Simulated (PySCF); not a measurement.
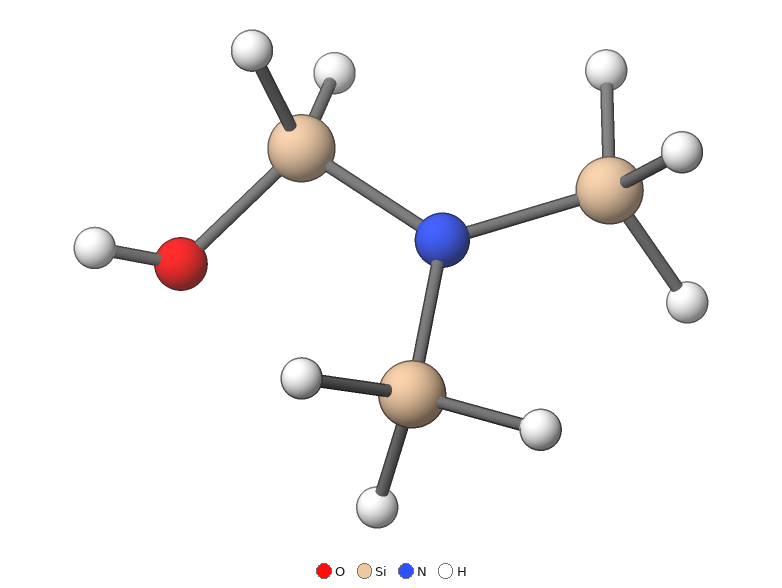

Rendered structure (ball-and-stick style).

Computed geometry: PBE0-D3(BJ)/def2-SVP optimisation. No frequency run is at hand to confirm it as a minimum.

**What is the molecular formula?**

H9NOSi3, 14 atoms: 9 hydrogen, 1 nitrogen, 1 oxygen and 3 silicon.

**What is the point group of this geometry?**

C1.

**Give a SMILES string for it.**

O[SiH2]N([SiH3])[SiH3]

**Count the bonded pairs by element.**

8 Si–H, 3 N–Si, 1 O–Si, 1 O–H.

More results for the same structure follow; atom numbers are the same in all pictures, views and colours differ.

Shape

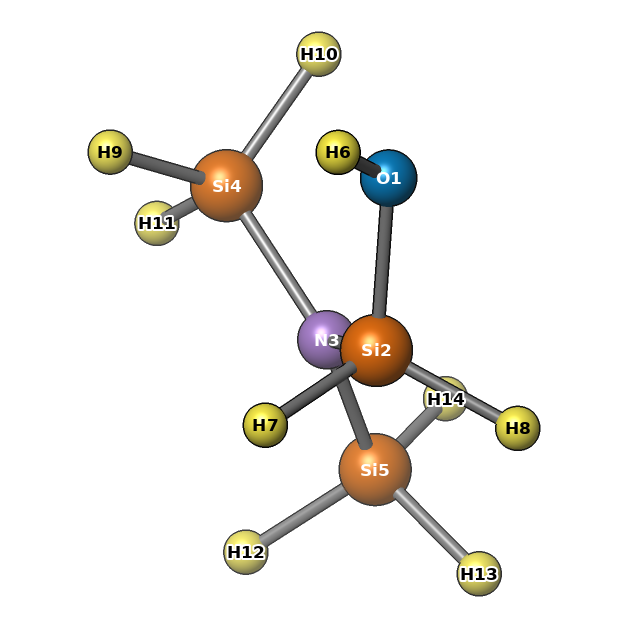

N3 lies behind Si2. The molecule seen a little off the Si2–N3 bond, Si2 in front. Atoms fade into the background with distance from the viewer. No frequency run is at hand to confirm it as a minimum.

**What is the torsion angle O1–Si2–N3–Si4? The sign is positive where the front bond must turn clockwise to cover the back bond.**

−28°, synperiplanar.

NMR shielding

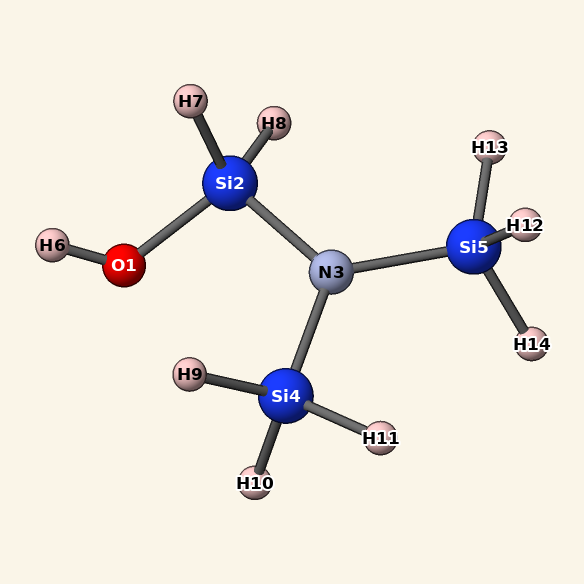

The questions are on isotropic NMR shieldings of the Si atoms. No frequency run is at hand to confirm it as a minimum. Method: GIAO PBE0/pcSseg-2 NMR shielding, non-relativistic, gas phase (PySCF 2.14.0).

List the isotropic NMR shieldings of the Si atoms.

| atom | σ (ppm) |
| --- | --- |
| Si2 | 363.0 |
| Si4 | 394.2 |
| Si5 | 396.4 |

Charges

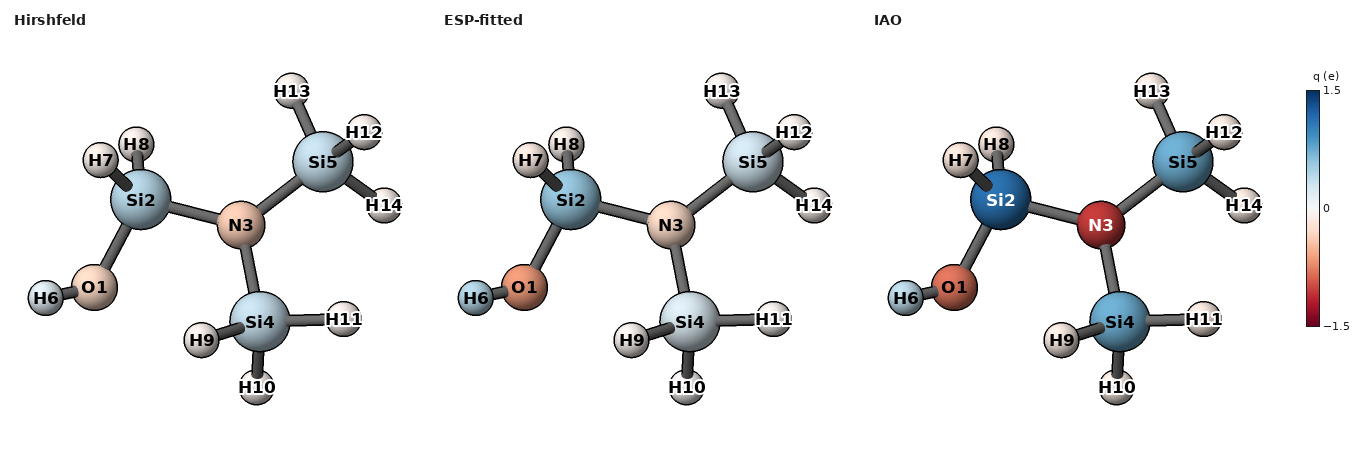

Atomic charges of one calculation by 3 schemes, on one colour scale. No frequency run is at hand to confirm it as a minimum. Computed with PBE0/6-311+G(2d,p) (PySCF 2.14.0).

**Which scheme gives the most polar picture (largest mean size of the charges)?**

The IAO charges are the largest in size here, and the Hirshfeld charges the smallest.

**On which atom do the schemes disagree most?**

On N3 (from −1.05 to −0.28 e).

List the charges (e), one line for each set of equivalent atoms.

```
atom  Hirshfeld  ESP-fitted    IAO
  O1      −0.30       −0.64  −0.80
 Si2       0.42        0.57   1.11
  N3      −0.36       −0.28  −1.05
 Si4       0.34        0.22   0.73
 Si5       0.35        0.29   0.73
  H6       0.18        0.42   0.38
  H7      −0.09       −0.14  −0.17
  H8      −0.08       −0.09  −0.15
  H9      −0.08       −0.05  −0.13
 H10      −0.07       −0.03  −0.13
 H11      −0.08       −0.05  −0.13
 H12      −0.08       −0.08  −0.14
 H13      −0.07       −0.07  −0.12
 H14      −0.08       −0.06  −0.13
```

Core levels

No frequency run is at hand to confirm it as a minimum. Level of theory: delta-SCF UKS SCAN, pcX-1 on the ionised atom, pcseg-1 elsewhere, spin-free X2C (PySCF 2.14.0).

Give the core-electron binding energies (to vacuum; p and d levels without spin–orbit splitting) of O1 1s, Si2 1s, Si2 2p, N3 1s, Si4 1s, Si4 2p.

```csv
atom,level,binding energy (eV)
O1,1s,538.8
Si2,1s,1847.8
Si2,2p,108.1
N3,1s,403.9
Si4,1s,1847.0
Si4,2p,107.5
```

Quadrupole coupling

No frequency run is at hand to confirm it as a minimum. Electric field gradients from the ground-state density, PBE0/cc-pVDZ (PySCF 2.14.0), non-relativistic apart from any core potentials.

Give the largest field-gradient component, the quadrupole coupling constant and the asymmetry for 17O at O1 (Q = −25.6 mb), 14N at N3 (Q = 20.44 mb), 2H at H6 (Q = 2.86 mb), 2H at H7 (Q = 2.86 mb), 2H at H8 (Q = 2.86 mb), 2H at H9 (Q = 2.86 mb).

```
atom  V_zz (a.u.)  e²qQ/h (MHz)     η
  O1        1.407         −8.46  0.55
  N3       −0.582         −2.79  0.08
  H6        0.491         0.330  0.06
  H7        0.154         0.104  0.03
  H8        0.159         0.107  0.02
  H9        0.158         0.106  0.05
```
